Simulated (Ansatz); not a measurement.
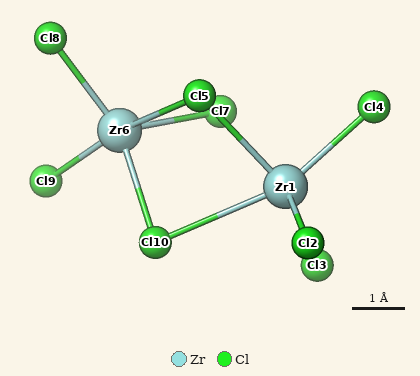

Figure 1. The structure of the first run (ball-and-stick view, seen at a tilt; atoms are numbered from 1 in the order of the input). Sticks mark near contacts.

# What a change does: geometry relaxation on Zr2Cl8

System: Zr2Cl8 (Zr2(Cl)8), charge −1, multiplicity 2.
Method of the first run: UKS r2SCAN-D4/def2-SVP (Ansatz 0.2.0).

The geometry: r2SCAN-D4/def2-SVP start. Text and figures count atoms from 1; the logs count them from 0 in places.

## Input, the first run
```yaml
crystal:
  periodic: [false, false, false]
  atoms:
    - {symbol: Zr, position_ang: [-1.086006, -0.498972, -1.246836]}
    - {symbol: Cl, position_ang: [-3.343840, -0.026976, -1.469389]}
    - {symbol: Cl, position_ang: [-0.093435, 0.558831, -3.081793]}
    - {symbol: Cl, position_ang: [-0.928728, -2.736149, -1.869808]}
    - {symbol: Cl, position_ang: [-0.985075, -1.070774, 1.259366]}
    - {symbol: Zr, position_ang: [1.102893, 0.552676, 1.450928]}
    - {symbol: Cl, position_ang: [1.933882, -0.748701, -0.352109]}
    - {symbol: Cl, position_ang: [1.288639, -0.211790, 3.653645]}
    - {symbol: Cl, position_ang: [2.621476, 2.319067, 1.551447]}
    - {symbol: Cl, position_ang: [-0.509816, 1.862767, 0.104560]}
basis:
  gaussian: {orbitals: def2-SVP}
total_charge: -1
magnetization: {spin_polarized: true, initial_magnetization: 1}
hamiltonian: {xc: r2scan, dispersion: d4}
scf: {lower_state_search: "off"}
output: {orbitals: {seedname: orbitals}}
relax: {f_tol: 0.03, max_steps: 70}
```

Command:
```bash
ansatz run in.yaml --threads 2 --pin off --events-out ev --progress --plain --max-ram 32768MiB --backend cuda --devices 0, --max-vram 18GiB
```

Hardware: 2 CPU threads, shared host.

## Output, shortened to warnings, some set-up lines, iterations and results (the first run)
```
[...]
mean field evaluation 1: about -102726.2382 eV, gradient 1.2e1 eV
mean field evaluation 2: about -102721.2635 eV, gradient 3.1e1 eV
mean field evaluation 4: about -102726.6091 eV, gradient 7.5e0 eV
mean field evaluation 8: about -102727.0017 eV, gradient 3.9e-1 eV
mean field evaluation 16: about -102726.8865 eV, gradient 1.2e-2 eV
[... 10 lines ...]
mean field evaluation 96: about -102727.5341 eV, gradient 1.1e-3 eV
relax step   9: F+E_penalty+E_count = -102727.71899226 eV  Δ(F+E_penalty+E_count) = -7.937e-3 eV  max|allowed force component| = 1.550e-2 eV/Å  Δτ_max = 0.0954 Å  (21 SCF …
relax step  10: F+E_penalty+E_count = -102727.71928154 eV  Δ(F+E_penalty+E_count) = -2.893e-4 eV  max|allowed force component| = 4.506e-2 eV/Å  Δτ_max = 0.0580 Å  (22 SCF …
relax step  11: F+E_penalty+E_count = -102727.71918363 eV  Δ(F+E_penalty+E_count) = +9.791e-5 eV  max|allowed force component| = 3.605e-2 eV/Å  Δτ_max = 0.0093 Å  (25 SCF …
relax step  12: F+E_penalty+E_count = -102727.71948302 eV  Δ(F+E_penalty+E_count) = -2.015e-4 eV  max|allowed force component| = 7.388e-3 eV/Å  Δτ_max = 0.0045 Å  (17 SCF …
Total energy: -102727.71954847 eV, -3775.1740620570 hartree
Atom 0 at    -0.874961    -0.504561    -1.092607 Å, force     0.000686    -0.000287    -0.001863 eV/Å
Atom 1 at    -3.196946    -0.035761    -1.393988 Å, force    -0.003456    -0.001170    -0.000231 eV/Å
Atom 2 at     0.158120     0.832744    -2.781067 Å, force    -0.000354     0.000534    -0.002539 eV/Å
Atom 3 at    -0.844698    -2.689298    -2.056172 Å, force    -0.000231    -0.002206    -0.001115 eV/Å
Atom 4 at    -1.040974    -1.262061     1.341510 Å, force     0.000444     0.001916    -0.001062 eV/Å
Atom 5 at     0.954622     0.534380     1.253947 Å, force     0.001021    -0.001095    -0.000745 eV/Å
Atom 6 at     1.872410    -1.091139    -0.326961 Å, force    -0.001453    -0.000865    -0.000655 eV/Å
Atom 7 at     1.115664     0.102561     3.608198 Å, force     0.002233    -0.000897     0.007388 eV/Å
Atom 8 at     2.703427     2.140827     1.010226 Å, force     0.001476     0.002116     0.002154 eV/Å
Atom 9 at    -0.846674     1.972286     0.436926 Å, force    -0.000365     0.001955    -0.001332 eV/Å
Dipole moment:     0.134836     0.058867     0.244203 e Å
Checks for a lower state left out: stability, starts, cluster_reference, orbital_swaps, neighbouring_geometries, increment
```

The input of the second run differs as follows (lines with − go, lines with + come):
```diff
-total_charge: -1
+total_charge: 1
```

How does the second run compare with the first run?

The total energies belong to different systems, so their difference says nothing on which is more stable or more accurate. The HOMO goes from −1.61 to −12.09 eV. The LUMO goes from −0.30 to −11.65 eV.

## Output, shortened to warnings, some set-up lines, iterations and results (the second run)
```
[...]
mean field evaluation 1: about -102710.6476 eV, gradient 2.2e1 eV
mean field evaluation 2: about -102666.3970 eV, gradient 8.0e1 eV
mean field evaluation 4: about -102711.4010 eV, gradient 1.8e1 eV
mean field evaluation 8: about -102712.4376 eV, gradient 1.1e1 eV
mean field evaluation 16: about -102713.9941 eV, gradient 3.1e-1 eV
[... 56 lines ...]
mean field evaluation 384: about -102714.3377 eV, gradient 8.7e-2 eV
relax step  46: F+E_penalty+E_count = -102714.50712302 eV  Δ(F+E_penalty+E_count) = -5.734e-5 eV  max|allowed force component| = 2.064e-2 eV/Å  Δτ_max = 0.0112 Å  (25 SCF …
relax step  47: F+E_penalty+E_count = -102714.50719658 eV  Δ(F+E_penalty+E_count) = -7.356e-5 eV  max|allowed force component| = 3.112e-2 eV/Å  Δτ_max = 0.0521 Å  (24 SCF …
relax step  48: F+E_penalty+E_count = -102714.50735851 eV  Δ(F+E_penalty+E_count) = -1.619e-4 eV  max|allowed force component| = 3.042e-2 eV/Å  Δτ_max = 0.0294 Å  (24 SCF …
relax step  49: F+E_penalty+E_count = -102714.50752832 eV  Δ(F+E_penalty+E_count) = -1.698e-4 eV  max|allowed force component| = 9.283e-3 eV/Å  Δτ_max = 0.0162 Å  (25 SCF …
Total energy: -102714.50758983 eV, -3774.6885315325 hartree
Atom 0 at    -1.299157    -0.225692    -1.306515 Å, force    -0.009283     0.003942    -0.002414 eV/Å
Atom 1 at    -3.222245     0.921416    -0.883595 Å, force     0.009094    -0.005088    -0.001562 eV/Å
Atom 2 at    -1.126263    -0.475913    -3.746611 Å, force     0.000401     0.000175    -0.000189 eV/Å
Atom 3 at    -1.688398    -2.547920    -2.075148 Å, force    -0.000441     0.003116     0.002133 eV/Å
Atom 4 at    -0.611422    -1.183011     0.905569 Å, force     0.001129     0.000065     0.000869 eV/Å
Atom 5 at     1.389803     0.377052     1.624028 Å, force     0.005513     0.006587    -0.003526 eV/Å
Atom 6 at     3.479093     0.118656     0.695190 Å, force    -0.006815     0.001638     0.003926 eV/Å
Atom 7 at     1.508046    -0.756493     3.616953 Å, force     0.000921    -0.000140     0.002393 eV/Å
Atom 8 at     0.970956     2.558071     2.223175 Å, force     0.000788    -0.008537    -0.001187 eV/Å
Atom 9 at     0.599576     1.213812    -1.053035 Å, force    -0.001305    -0.001759    -0.000443 eV/Å
Dipole moment:    -0.542484    -0.300721    -0.670679 e Å
Checks for a lower state left out: stability, starts, cluster_reference, orbital_swaps, neighbouring_geometries, increment
```

## The two runs side by side

| quantity | the first run | the second run |
| --- | --- | --- |
| outcome | converged | converged |
| total energy (hartree) | −3775.174062 | −3774.688532 |
| HOMO (eV) | −1.61 | −12.09 |
| LUMO (eV) | −0.30 | −11.65 |
| ⟨S²⟩ | 0.753 | 0.755 |
| largest force (eV/Å) | 0.008 | 0.011 |
| basis functions | 206 | 206 |
| wall time (shared host) | 60 s | 3.1 min |
